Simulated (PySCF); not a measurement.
**H$_{6}$OPSi$_{2}$ (doublet): density, localisation and related maps**

The calculation's input:

```
{"job": {"kind": "epr"}, "charge": 0, "multiplicity": 2}
P      0.387516     0.578517    -0.847047
O      1.601114     0.196153    -1.702643
Si    -1.272801    -0.966180    -0.995068
Si     0.965546     0.935209     1.321296
H     -0.795739    -2.302909    -0.531089
H     -1.686741    -1.035299    -2.424322
H     -2.401721    -0.496926    -0.137135
H     -0.281555     1.273666     2.070601
H      1.923497     2.075616     1.343889
H      1.602488    -0.283399     1.902960
```

Launched as:

```sh
OMP_NUM_THREADS=1 python cluster_run.py task.json out
```

Geometry: PBE0-D3(BJ)/def2-SVP.

These are results of PySCF, UKS B3LYP, IGLO-III on O P Si, pcH-1 on H, non-relativistic, mean-field spin-orbit, GIAO, not measurements.

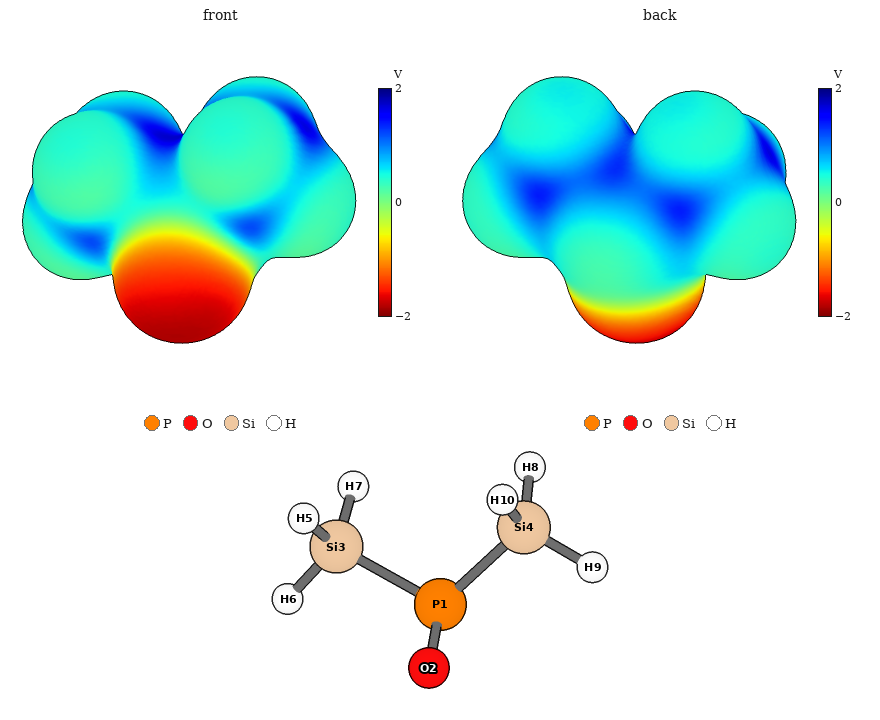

Figure 1. The electrostatic potential painted on the density surface at 0.002 e/bohr³, seen from the front and from behind; red is negative and blue positive. The bare structure is drawn below in the same view.

Which sites attract a positive test charge, and which a negative one?

Answer. A positive charge is drawn to the negative regions and a negative charge to the positive ones. The most negative region (about −1.8 V, or −42 kcal/mol for a unit charge) lies over O2, the most positive (about +1.7 V, or +39 kcal/mol for a unit charge) over Si3 and Si4. O2 is the likeliest acceptor of a hydrogen bond.

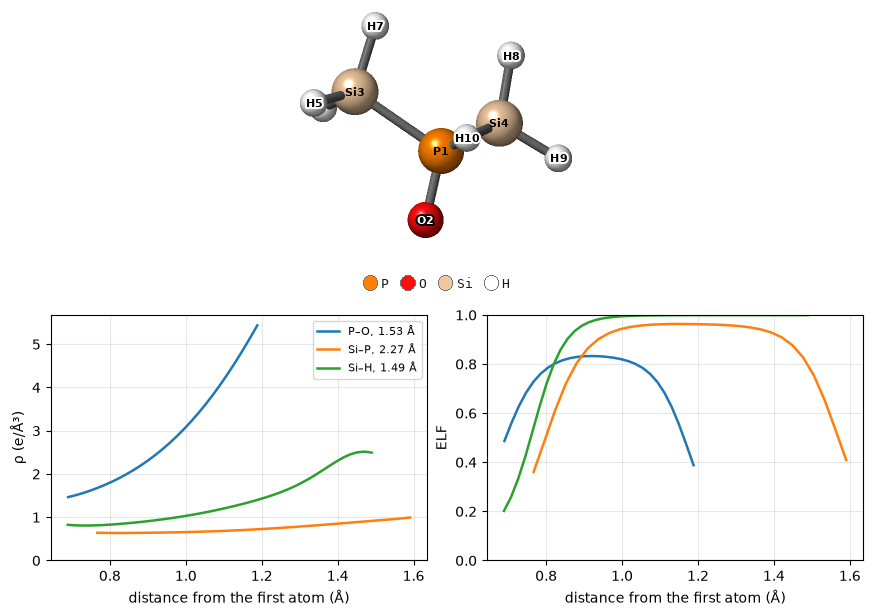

Figure 2. Total electron density and electron localisation function along straight lines between neighbouring atoms. The curves leave out the atomic cores. The structure is drawn too.

What can be read from the curves?

Answer. P–O (1.53 Å): ρ is about 1.7 e/Å³ halfway; the ELF peaks at about 0.85 between the atoms, as expected for a short, strongly polar bond.
Si–P (2.27 Å): the density is about 0.7 e/Å³ at the midpoint; the ELF peaks at about 0.95 between the atoms: a covalent bond.
Si–H (1.49 Å): the density is about 0.81 e/Å³ at the midpoint; the ELF climbs to about 1 towards the hydrogen, as it does in any bond to H.
